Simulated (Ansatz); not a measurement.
## C$_{3}$H$_{6}$BFSi: geometry relaxation (part 2 of 2)

The same run, continued: C$_{3}$H$_{6}$BFSi, SMILES C#C[SiH2]B(C)F; RKS PBE0-D4/def2-TZVP (Ansatz 0.2.0). The geometry: PBE-D4/def2-SVP start.

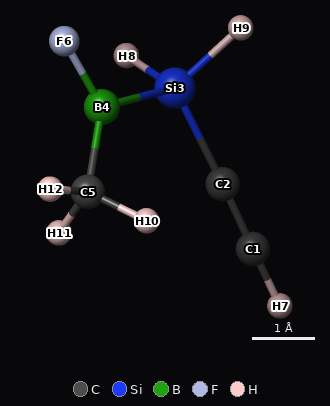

**Figure 1.** The geometry at step 17 of the log (ball-and-stick view, seen at a tilt; atoms are numbered from 1 in the order of the input).

## Trajectory as extended XYZ, continued
```
12
Properties=species:S:1:pos:R:3:forces:R:3 step=8 energy=-14471.41098
C    -2.1517   -1.5103   -0.9200   -0.0002  -0.0050   0.0007
C    -1.1516   -1.4273   -0.2500   -0.0019   0.0035  -0.0023
Si    0.3685   -1.2234    0.7454    0.0002  -0.0035   0.0006
B     1.0820    0.6846    0.5554    0.0004   0.0020  -0.0018
C     0.4674    1.7639   -0.3773   -0.0007   0.0013   0.0010
F     2.1615    0.9797    1.2767    0.0015   0.0004   0.0019
H    -3.0363   -1.5945   -1.5089    0.0009   0.0005  -0.0002
H     1.3760   -2.2136    0.2751   -0.0002   0.0003   0.0001
H     0.0484   -1.5347    2.1653   -0.0006   0.0012  -0.0006
H    -0.6218    1.7987   -0.2795    0.0017   0.0012   0.0017
H     0.6468    1.4607   -1.4177   -0.0020  -0.0008  -0.0001
H     0.8876    2.7609   -0.2306    0.0008  -0.0009  -0.0010
12
Properties=species:S:1:pos:R:3:forces:R:3 step=9 energy=-14471.41108
C    -2.1519   -1.5189   -0.9228   -0.0010   0.0023  -0.0020
C    -1.1521   -1.4276   -0.2535   -0.0055  -0.0055  -0.0035
Si    0.3664   -1.2220    0.7437    0.0063   0.0003   0.0021
B     1.0837    0.6846    0.5538   -0.0100   0.0051  -0.0049
C     0.4705    1.7674   -0.3763   -0.0058   0.0055   0.0054
F     2.1625    0.9772    1.2768    0.0064  -0.0001   0.0029
H    -3.0362   -1.6085   -1.5116    0.0039   0.0000   0.0020
H     1.3748   -2.2132    0.2768   -0.0042   0.0005   0.0023
H     0.0427   -1.5301    2.1638    0.0019   0.0006  -0.0041
H    -0.6173    1.8141   -0.2627    0.0135  -0.0004  -0.0013
H     0.6314    1.4614   -1.4188   -0.0025  -0.0008   0.0064
H     0.9024    2.7605   -0.2353   -0.0030  -0.0073  -0.0053
12
Properties=species:S:1:pos:R:3:forces:R:3 step=11 energy=-14471.41121
C    -2.1485   -1.5307   -0.9318    0.0032   0.0095  -0.0016
C    -1.1511   -1.4293   -0.2602   -0.0096  -0.0100  -0.0015
Si    0.3631   -1.2193    0.7426    0.0080   0.0075   0.0018
B     1.0860    0.6854    0.5530   -0.0103   0.0011  -0.0101
C     0.4724    1.7727   -0.3715   -0.0159   0.0113  -0.0191
F     2.1689    0.9714    1.2725    0.0048   0.0013   0.0038
H    -3.0303   -1.6275   -1.5231    0.0041  -0.0008   0.0025
H     1.3724   -2.2128    0.2827   -0.0029  -0.0003   0.0049
H     0.0335   -1.5207    2.1627    0.0006  -0.0039  -0.0041
H    -0.6108    1.8459   -0.2234    0.0366  -0.0027  -0.0035
H     0.5910    1.4519   -1.4158   -0.0061   0.0094   0.0320
H     0.9302    2.7578   -0.2539   -0.0126  -0.0224  -0.0050
12
Properties=species:S:1:pos:R:3:forces:R:3 step=12 energy=-14471.41129
C    -2.1454   -1.5286   -0.9343    0.0028   0.0084  -0.0016
C    -1.1492   -1.4286   -0.2608   -0.0052  -0.0095  -0.0018
Si    0.3639   -1.2191    0.7439   -0.0013  -0.0010   0.0030
B     1.0864    0.6855    0.5528    0.0030   0.0006  -0.0064
C     0.4708    1.7722   -0.3709   -0.0163   0.0074  -0.0233
F     2.1712    0.9714    1.2696    0.0006   0.0021   0.0029
H    -3.0262   -1.6245   -1.5271    0.0017  -0.0008   0.0012
H     1.3728   -2.2144    0.2875    0.0000   0.0021  -0.0008
H     0.0317   -1.5222    2.1629    0.0005   0.0026  -0.0001
H    -0.6107    1.8500   -0.2140    0.0295  -0.0017  -0.0035
H     0.5789    1.4471   -1.4150   -0.0059   0.0094   0.0322
H     0.9328    2.7560   -0.2607   -0.0095  -0.0196  -0.0019
12
Properties=species:S:1:pos:R:3:forces:R:3 step=14 energy=-14471.41141
C    -2.1281   -1.5147   -0.9507    0.0075  -0.0006   0.0045
C    -1.1388   -1.4262   -0.2654    0.0052  -0.0005   0.0074
Si    0.3671   -1.2195    0.7518   -0.0091  -0.0056  -0.0034
B     1.0913    0.6830    0.5517    0.0360  -0.0037  -0.0021
C     0.4603    1.7641   -0.3670   -0.0170   0.0015  -0.0546
F     2.1856    0.9720    1.2537   -0.0258  -0.0034  -0.0071
H    -3.0027   -1.6029   -1.5534   -0.0052  -0.0004  -0.0034
H     1.3758   -2.2202    0.3079    0.0031  -0.0001  -0.0035
H     0.0246   -1.5149    2.1697   -0.0059   0.0010   0.0050
H    -0.6109    1.8654   -0.1592    0.0218   0.0032  -0.0042
H     0.5089    1.4177   -1.4092   -0.0030   0.0188   0.0603
H     0.9437    2.7409   -0.2960   -0.0076  -0.0103   0.0012
12
Properties=species:S:1:pos:R:3:forces:R:3 step=15 energy=-14471.41150
C    -2.1310   -1.5189   -0.9478    0.0039   0.0009   0.0015
C    -1.1405   -1.4278   -0.2648    0.0030  -0.0021   0.0029
Si    0.3668   -1.2200    0.7497   -0.0078  -0.0015  -0.0067
B     1.0913    0.6827    0.5499    0.0159   0.0022   0.0089
C     0.4628    1.7666   -0.3677   -0.0107  -0.0004  -0.0436
F     2.1821    0.9713    1.2571   -0.0119  -0.0025  -0.0064
H    -3.0069   -1.6088   -1.5487   -0.0027  -0.0004  -0.0015
H     1.3752   -2.2206    0.3045    0.0012  -0.0004   0.0008
H     0.0241   -1.5136    2.1680    0.0002   0.0001   0.0030
H    -0.6098    1.8653   -0.1663    0.0186   0.0003  -0.0018
H     0.5188    1.4247   -1.4105   -0.0037   0.0147   0.0418
H     0.9440    2.7438   -0.2897   -0.0059  -0.0108   0.0010
12
Properties=species:S:1:pos:R:3:forces:R:3 step=17 energy=-14471.41158
C    -2.1302   -1.5215   -0.9497   -0.0003   0.0000  -0.0004
C    -1.1400   -1.4296   -0.2663    0.0001  -0.0010   0.0002
Si    0.3663   -1.2198    0.7487   -0.0019  -0.0024  -0.0004
B     1.0919    0.6825    0.5486   -0.0129  -0.0067  -0.0073
C     0.4637    1.7675   -0.3682   -0.0002   0.0035   0.0001
F     2.1808    0.9698    1.2579    0.0131   0.0074   0.0071
H    -3.0060   -1.6123   -1.5506    0.0002  -0.0001  -0.0002
H     1.3754   -2.2212    0.3067    0.0003  -0.0003   0.0000
H     0.0227   -1.5108    2.1676   -0.0004  -0.0001   0.0004
H    -0.6060    1.8729   -0.1571    0.0013   0.0000   0.0011
H     0.5083    1.4253   -1.4098   -0.0001   0.0002   0.0008
H     0.9500    2.7422   -0.2938    0.0008  -0.0005  -0.0012
12
Properties=species:S:1:pos:R:3:forces:R:3 step=18 energy=-14471.41162
C    -2.1271   -1.5213   -0.9532   -0.0008  -0.0018   0.0001
C    -1.1382   -1.4307   -0.2677   -0.0004   0.0020  -0.0016
Si    0.3665   -1.2201    0.7495   -0.0008  -0.0021  -0.0003
B     1.0930    0.6818    0.5474   -0.0153  -0.0038  -0.0059
C     0.4626    1.7672   -0.3675   -0.0015   0.0019   0.0030
F     2.1828    0.9695    1.2552    0.0137   0.0050   0.0070
H    -3.0018   -1.6113   -1.5558    0.0010   0.0000   0.0003
H     1.3758   -2.2227    0.3108   -0.0001  -0.0004   0.0009
H     0.0200   -1.5081    2.1683    0.0010  -0.0003  -0.0003
H    -0.6040    1.8798   -0.1437    0.0035   0.0003   0.0002
H     0.4922    1.4214   -1.4082   -0.0004  -0.0001  -0.0023
H     0.9552    2.7393   -0.3013    0.0002  -0.0007  -0.0011
12
Properties=species:S:1:pos:R:3:forces:R:3 step=19 energy=-14471.41163
C    -2.1181   -1.5218   -0.9639    0.0003  -0.0062   0.0029
C    -1.1332   -1.4336   -0.2722   -0.0031   0.0084  -0.0058
Si    0.3665   -1.2204    0.7518    0.0010  -0.0031   0.0043
B     1.0953    0.6805    0.5447   -0.0104  -0.0012  -0.0096
C     0.4595    1.7672   -0.3652   -0.0257   0.0040  -0.0116
F     2.1888    0.9680    1.2470    0.0085   0.0007   0.0066
H    -2.9895   -1.6109   -1.5714    0.0023   0.0006   0.0009
H     1.3767   -2.2268    0.3237   -0.0005   0.0022  -0.0001
H     0.0123   -1.5018    2.1702    0.0009   0.0012  -0.0020
H    -0.5968    1.9044   -0.1023    0.0396  -0.0014  -0.0111
H     0.4423    1.4096   -1.4028   -0.0002   0.0122   0.0283
H     0.9733    2.7304   -0.3255   -0.0128  -0.0175  -0.0028
12
Properties=species:S:1:pos:R:3:forces:R:3 step=21 energy=-14471.41168
C    -2.1204   -1.5241   -0.9621    0.0005  -0.0037   0.0023
C    -1.1347   -1.4328   -0.2721   -0.0009   0.0043  -0.0017
Si    0.3656   -1.2197    0.7510    0.0028  -0.0040  -0.0015
B     1.0949    0.6808    0.5448   -0.0116   0.0009   0.0039
C     0.4611    1.7681   -0.3656    0.0044  -0.0025  -0.0043
F     2.1867    0.9675    1.2502    0.0064   0.0019   0.0005
H    -2.9925   -1.6153   -1.5683   -0.0007   0.0005  -0.0014
H     1.3762   -2.2244    0.3205    0.0000  -0.0010  -0.0005
H     0.0132   -1.5034    2.1693   -0.0001   0.0022  -0.0004
H    -0.5953    1.9038   -0.1079   -0.0007  -0.0002   0.0010
H     0.4493    1.4128   -1.4032   -0.0006   0.0012   0.0026
H     0.9729    2.7314   -0.3226    0.0005   0.0005  -0.0004
12
Properties=species:S:1:pos:R:3:forces:R:3 step=22 energy=-14471.41171
C    -2.1178   -1.5265   -0.9661   -0.0003  -0.0033   0.0016
C    -1.1334   -1.4331   -0.2745   -0.0004   0.0031   0.0000
Si    0.3649   -1.2190    0.7513    0.0002  -0.0038  -0.0014
B     1.0952    0.6808    0.5447   -0.0010  -0.0020  -0.0003
C     0.4610    1.7688   -0.3645    0.0016   0.0008  -0.0061
F     2.1887    0.9661    1.2484    0.0005   0.0030  -0.0003
H    -2.9887   -1.6195   -1.5736   -0.0010   0.0008  -0.0018
H     1.3759   -2.2245    0.3236    0.0012  -0.0009  -0.0004
H     0.0098   -1.5010    2.1691   -0.0008   0.0011   0.0012
H    -0.5904    1.9160   -0.0916    0.0003   0.0001  -0.0001
H     0.4300    1.4089   -1.4002    0.0002   0.0021   0.0080
H     0.9817    2.7278   -0.3326   -0.0006  -0.0011  -0.0004
12
Properties=species:S:1:pos:R:3:forces:R:3 step=24 energy=-14471.41172
C    -2.1160   -1.5294   -0.9693   -0.0002  -0.0018   0.0008
C    -1.1325   -1.4337   -0.2768    0.0000   0.0010  -0.0003
Si    0.3645   -1.2188    0.7508   -0.0009  -0.0024   0.0001
B     1.0958    0.6807    0.5438    0.0045   0.0011   0.0017
C     0.4612    1.7699   -0.3636   -0.0034   0.0012  -0.0070
F     2.1896    0.9657    1.2474   -0.0027  -0.0006  -0.0014
H    -2.9860   -1.6243   -1.5779    0.0000   0.0010  -0.0007
H     1.3755   -2.2257    0.3266    0.0008   0.0004  -0.0009
H     0.0067   -1.4982    2.1685   -0.0006   0.0007   0.0014
H    -0.5853    1.9273   -0.0773    0.0041  -0.0003  -0.0011
H     0.4134    1.4065   -1.3972    0.0001   0.0028   0.0072
H     0.9900    2.7249   -0.3411   -0.0018  -0.0031   0.0002
12
Properties=species:S:1:pos:R:3:forces:R:3 step=25 energy=-14471.41172
C    -2.1160   -1.5298   -0.9694   -0.0001  -0.0011   0.0004
C    -1.1326   -1.4338   -0.2768   -0.0001   0.0003  -0.0001
Si    0.3644   -1.2188    0.7508   -0.0002  -0.0008  -0.0001
B     1.0959    0.6806    0.5437    0.0023   0.0008   0.0021
C     0.4613    1.7699   -0.3636   -0.0016   0.0005  -0.0028
F     2.1896    0.9657    1.2474   -0.0017  -0.0007  -0.0011
H    -2.9860   -1.6246   -1.5781    0.0003   0.0008  -0.0003
H     1.3755   -2.2257    0.3265    0.0002   0.0002  -0.0004
H     0.0066   -1.4980    2.1686   -0.0002   0.0004   0.0003
H    -0.5850    1.9278   -0.0769    0.0016  -0.0004   0.0000
H     0.4129    1.4067   -1.3970    0.0000   0.0009   0.0018
H     0.9903    2.7247   -0.3413   -0.0004  -0.0009   0.0002
```

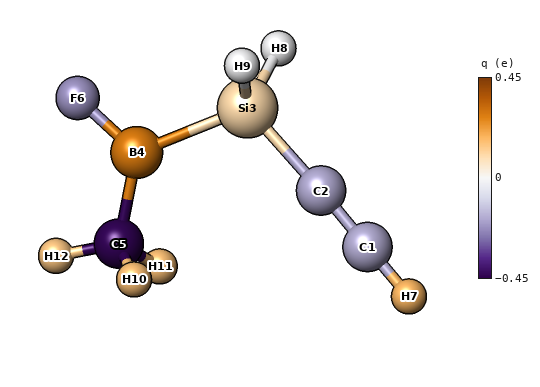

**Figure 2.** Mulliken charges, as the colour of each atom (ball-and-stick view, seen at a tilt; atoms are numbered from 1 in the order of the input). By element: C −0.43 to −0.17, Si +0.10, B +0.28, F −0.22 and H −0.01 to +0.18 e.

The run was set up as follows.

## Input
```yaml
crystal:
  periodic: [false, false, false]
  atoms:
    - {symbol: C, position_ang: [-2.173461, -1.495161, -0.931896]}
    - {symbol: C, position_ang: [-1.154075, -1.425413, -0.248037]}
    - {symbol: Si, position_ang: [0.380119, -1.225812, 0.753819]}
    - {symbol: B, position_ang: [1.096550, 0.691864, 0.568725]}
    - {symbol: C, position_ang: [0.462203, 1.761970, -0.377405]}
    - {symbol: F, position_ang: [2.186582, 0.996401, 1.291159]}
    - {symbol: H, position_ang: [-3.072142, -1.569044, -1.530591]}
    - {symbol: H, position_ang: [1.400277, -2.231707, 0.279657]}
    - {symbol: H, position_ang: [0.065712, -1.555371, 2.192022]}
    - {symbol: H, position_ang: [-0.645640, 1.764111, -0.301442]}
    - {symbol: H, position_ang: [0.670362, 1.446700, -1.426838]}
    - {symbol: H, position_ang: [0.860413, 2.786262, -0.235172]}
basis:
  gaussian: {orbitals: def2-TZVP}
hamiltonian: {xc: pbe0, dispersion: d4}
relax: {f_tol: 0.005, max_steps: 150}
```

Command:
```bash
ansatz run in.yaml --threads 4 --pin off --events-out ev --progress --plain --max-ram 10444MiB
```

## Results in brief

```tsv
quantity	value
outcome	converged
total energy	−14471.4118 eV
mean-field energy	−14471.1989 eV
dispersion energy	−0.2129 eV
SCF solution under orbital rotations	stable
largest force (length of the vector) at the end	0.003 eV/Å
dipole moment	1.62 D
hardware	4 threads of Arm Neoverse V2, 23 GiB of memory available, shared host
wall time	89 s (CPU time 5.6 min)
peak memory	0.64 GiB
```
